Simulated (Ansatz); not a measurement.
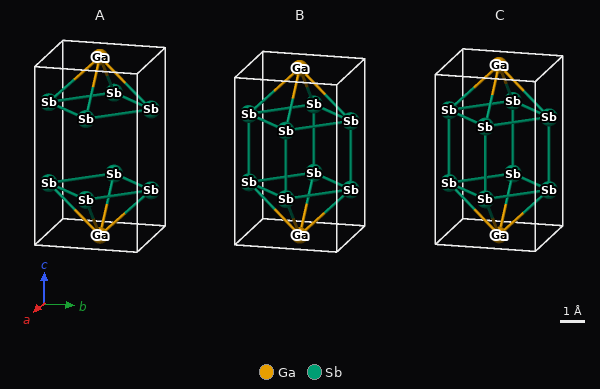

3 geometries from one relaxation of crystalline GaSb$_{4}$ (a generated structure, set up in P4/mmm) (coarse preliminary run), in shuffled order. A ball-and-stick model of the cell of the calculation, seen slightly off an axis.

Level of theory: Ansatz 0.2.0, DFT PBE, scalar-relativistic, plane waves, PAW. Set-up: plane-wave cutoff 420 eV; k-point mesh 4 × 4 × 2; occupations gaussian; smearing width 0.1 eV; no spin polarisation; cell and atoms relaxed; force threshold 0.04 eV/Å; at most 70 steps.

Put them in the order of the run, from the start to the converged end.

A, C, B. They are steps 0, 1, 6, at +104 meV per atom, +33.7 meV per atom relative to the last. Over 4 accepted moves (6 points after the start) the energy falls by 104 meV per atom. The largest force component goes from 0.22 to 0.014 eV/Å. The pressure goes from −3.30 to 0.05 GPa. The line search rejected the trial step at point 2 of the run. At 1 point the geometry stayed and the basis and grid were re-selected for the new cell (energy shift of 0.4 meV per atom at most each time). The largest moves relative to the cell, 0.16 Å, are those of Sb atoms. Ga stays in place. Cell: a = b 4.505 → 4.486 Å (−0.4 %), c 7.831 → 7.344 Å (−6.2 %). Volume −7.0 %. Near-neighbour distances that change, for instance: Sb–Sb 3.552 → 3.003 Å, Ga–Sb 3.107 → 3.121 Å, Sb–Sb 3.186 → 3.172 Å. The space group stays P4/mmm (No. 123).

Limits of the set-up: the k-point mesh is coarse for a cell with partly filled bands.
